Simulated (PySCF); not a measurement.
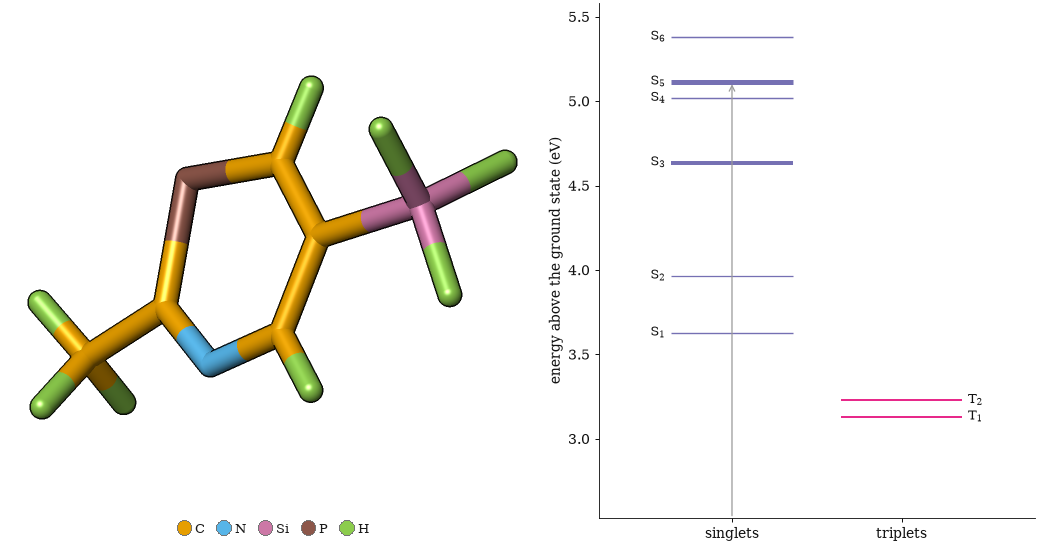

State diagram of C₅H₈NPSi, SMILES Cc1ncc([SiH3])cp1. Vertical TDDFT excitations, PBE0/def2-SVPD with PySCF, at a GFN2-xTB geometry (no frequency check), gas phase. Triplets in the Tamm-Dancoff approximation; only the lowest 6 singlets and 2 triplets were computed. Thicker singlet lines are brighter; the arrow marks the brightest. S0, at zero, lies below the range drawn.

Question: What are the energy, strength and character of the state that the arrow marks?

Answer: S5 at 5.11 eV (242 nm), f = 0.105, mainly HOMO−1 → LUMO+1 (53 %).

Question: What is the vertical gap between S1 and T1?

Answer: 0.50 eV: S1 at 3.63 eV, T1 at 3.13 eV.

Question: How many of the triplet levels drawn lie below S1?

Answer: 2 of 2 (T1 3.13 eV, T2 3.23 eV; S1 3.63 eV).

Known limits of this run: the tight-binding geometry is rougher than a DFT one and adds to the error; core orbitals are frozen in the response.
